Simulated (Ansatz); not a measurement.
**UBHLYP/STO-3G run of BH3O− (SMILES [BH2-]O)**

Aim: the vertical ionisation energy of BH3O− at UBHLYP/STO-3G, from 2 runs. 

Program for the calculation: Ansatz 0.2.0.

1 further run of the same task is left out (set aside as unsound or not needed).

## 1. The molecule

BH3O− has 5 atoms, charge -1, and is taken as a doublet. SMILES: `[BH2-]O`. The shape is that of a GFN2-xTB optimisation.

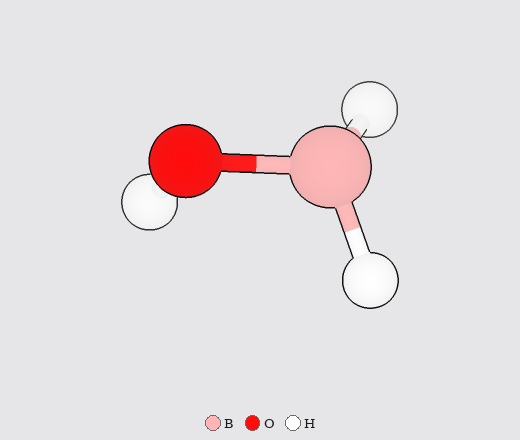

The structure, seen from a chosen angle (boron pink, oxygen red, hydrogen white).

## 2. The energy at UBHLYP/STO-3G

input.yaml reads:

```yaml
crystal:
  periodic: [false, false, false]
  atoms:
    - {symbol: B, position_ang: [-0.558550, -0.234200, 0.180320]}
    - {symbol: O, position_ang: [0.255120, 1.054670, 0.280220]}
    - {symbol: H, position_ang: [0.033680, -1.207330, 0.735040]}
    - {symbol: H, position_ang: [-0.823360, -0.530130, -1.022660]}
    - {symbol: H, position_ang: [1.093110, 0.916990, -0.172930]}
basis:
  gaussian: {orbitals: STO-3G}
hamiltonian: {xc: {name: BHLYP}}
accuracy: high
total_charge: -1
magnetization: {spin_polarized: true, initial_magnetization: 1}
```

Started as:

```sh
$ ansatz run input.yaml --threads 1 --pin off --max-ram 2610MiB --events-out events.jsonl --progress --plain --runs-dir runs
```

Standard output:

```text
Warning: RAYON_NUM_THREADS=1 ignored (pool sized by the plan → 1); use --threads N
Functional definition: BHLYP
  name "BHLYP"
  parameter a = 0.5
  exchange = (1 - a)*b88_x + a*exact_x
  correlation = lyp_c
208 factors; integrals over basis functions are off by at most 5.0e-8 eV
mean field evaluation 1: about -2727.0511 eV, gradient 9.5e0 eV
mean field evaluation 2: about -2727.9724 eV, gradient 3.0e0 eV
mean field evaluation 4: about -2728.0497 eV, gradient 2.8e-1 eV
mean field evaluation 8: about -2728.0637 eV, gradient 6.2e-3 eV
mean field evaluation 16: about -2728.0637 eV, gradient 1.9e-7 eV
mean field -2728.06367571 eV, -100.2544909343 hartree, gradient 3.9e-8 eV, S^2 0.751832; 0 other end points of the search recorded, 0 dependent functions left out
reference -2728.06369166 eV, -100.2544915206 hartree; 9, 8 occupied and 4, 5 virtual orbitals, 208 factors
Total energy: -2728.06369166 eV, -100.2544915206 hartree
```

It took 1.2 s on 1 thread of Arm Neoverse V1, shared host; peak memory 0.11 GiB.

## 3. Singlet neutral BH3O at the same level

molecule.yaml reads:

```yaml
crystal:
  periodic: [false, false, false]
  atoms:
    - symbol: B
      position_ang: [-0.558550, -0.234200, 0.180320]
    - symbol: O
      position_ang: [0.255120, 1.054670, 0.280220]
    - symbol: H
      position_ang: [0.033680, -1.207330, 0.735040]
    - symbol: H
      position_ang: [-0.823360, -0.530130, -1.022660]
    - symbol: H
      position_ang: [1.093110, 0.916990, -0.172930]
basis:
  gaussian: {orbitals: STO-3G}
hamiltonian: {xc: {name: BHLYP}}
accuracy: high
```

Started as:

```sh
$ ansatz run molecule.yaml --threads 1 --pin off --max-ram 2610MiB --events-out events.jsonl --progress --plain --runs-dir runs
```

Standard output:

```text
Warning: RAYON_NUM_THREADS=1 ignored (pool sized by the plan → 1); use --threads N
[... 5 set-up lines as earlier in the session ...]
208 factors; integrals over basis functions are off by at most 5.0e-8 eV
mean field evaluation 1: about -2729.9373 eV, gradient 2.2e1 eV
mean field evaluation 2: about -2730.5716 eV, gradient 1.9e1 eV
mean field evaluation 4: about -2731.6007 eV, gradient 1.1e-1 eV
mean field evaluation 8: about -2731.5932 eV, gradient 2.6e-3 eV
mean field evaluation 16: about -2731.5932 eV, gradient 8.5e-7 eV
mean field -2731.59318237 eV, -100.3841979116 hartree, gradient 6.3e-8 eV, S^2 0.000000; 0 other end points of the search recorded, 0 dependent functions left out
reference -2731.59319868 eV, -100.3841985110 hartree; 8, 8 occupied and 5, 5 virtual orbitals, 208 factors
Total energy: -2731.59319868 eV, -100.3841985110 hartree
```

It took 0.68 s on 1 thread of Arm Neoverse V1, shared host.

## 4. Outcome

Level: UBHLYP/STO-3G.

| quantity | value |
| --- | --- |
| doublet BH3O−: total energy | -100.25449 Eh |
| doublet BH3O−: ⟨S²⟩ | 0.752 |
| singlet neutral BH3O: total energy | -100.38420 Eh |
| vertical detachment energy (to the singlet neutral) | -3.530 eV |

In words: The species is unbound against losing an electron at this level, by 3.53 eV (−341 kJ/mol); missing correlation or diffuse functions can give that sign where the real anion is bound. Only the singlet of the ionised species was computed; a triplet could lie lower. In a minimal basis such a difference can be off by several eV, whatever the method.
